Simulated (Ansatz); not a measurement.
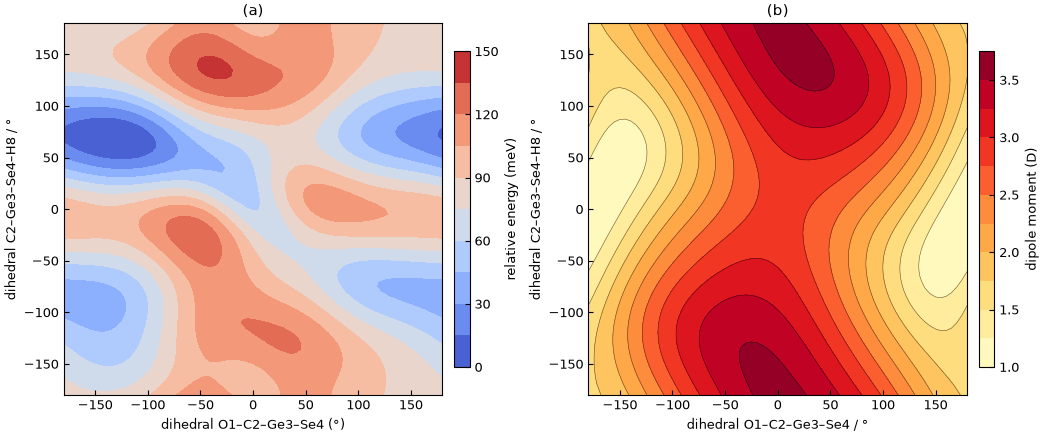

CH4GeOSe, SMILES O=[CH][GeH2][SeH]. First axis: dihedral O1–C2–Ge3–Se4. Second axis: dihedral C2–Ge3–Se4–H8. Nothing is relaxed (all other coordinates rigid). Grid: 18 × 18 points. Points are written as (first, second). All energies are given in meV relative to the relaxed molecule at the same level. These are results of Ansatz 0.2.0, RHF/def2-SVP, not measurements.

Panel (a) is the energy and panel (b) the computed dipole moment on the same grid.

In the figure: filled contours. Between grid points the surface is interpolated.

> How does the dipole moment vary over the map, and what is it at the lowest grid point?

Leaving out the highest fifth of the energies, it runs from 1.03 D at (−180°, 0°) to 3.57 D at (0°, −180°). At the lowest grid point, (−120°, 60°), it is 1.31 D.

```tsv
dihedral C2–Ge3–Se4–H8 ↓, dihedral O1–C2–Ge3–Se4 →	−160	−120	−80	−40	0	40	80	120	160
140	1.64	1.94	2.56	3.15	3.51	3.55	3.28	2.73	2.04
100	1.40	1.54	2.17	2.83	3.27	3.41	3.25	2.76	2.01
60	1.12	1.31	1.93	2.57	2.99	3.09	2.91	2.44	1.71
20	1.04	1.46	2.03	2.55	2.84	2.79	2.50	2.01	1.35
−20	1.23	1.86	2.40	2.76	2.86	2.62	2.16	1.61	1.08
−60	1.57	2.29	2.80	3.06	3.02	2.65	2.06	1.44	1.10
−100	1.87	2.60	3.13	3.36	3.27	2.87	2.27	1.64	1.37
−140	1.93	2.60	3.17	3.49	3.48	3.16	2.62	2.02	1.64
−180	1.80	2.31	2.92	3.38	3.57	3.42	3.00	2.41	1.85
```

The table holds every second grid line.
